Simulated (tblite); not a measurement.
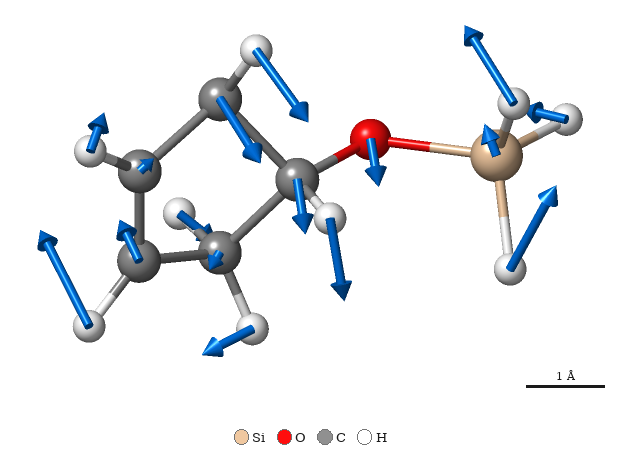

This is a relaxation of C5H9OSi (multiplicity 2). The starting structure is drawn; blue arrows show the displacements, at their true length. The two geometries are superimposed by the best rigid fit.

The picture is a ball-and-stick view, seen from a free direction.

All numbers below come from GFN2-xTB geometry optimisation, gas phase (tblite). 

Question: Which element moves most?

Answer: Hydrogen: up to 1.64 Å, against 1.21 Å for carbon.

Question: What did the optimiser do to the structure, and how much energy did it gain?

Answer: The largest move after the best rigid fit is that of an H atom, 1.64 Å. Largest moves by element: H 1.64 Å, C 1.21 Å, O 0.65 Å, Si 0.44 Å. Some distances before and after: C–C 1.508 → 1.376 Å, O–Si 1.720 → 1.616 Å, C–H 1.121 → 1.073 Å, C–O 1.361 → 1.405 Å. Bond angles that change, for instance: Si–O–C 114.0° → 131.6°, C–C–H 109.8° → 127.2°, C–C–H 111.0° → 122.2°. Groups turn about C–O by about 65°. Over 159 geometry steps the energy falls by 1.502 eV. The run took 1.6 s on 1 thread of Arm Neoverse N1, with other jobs on the host.
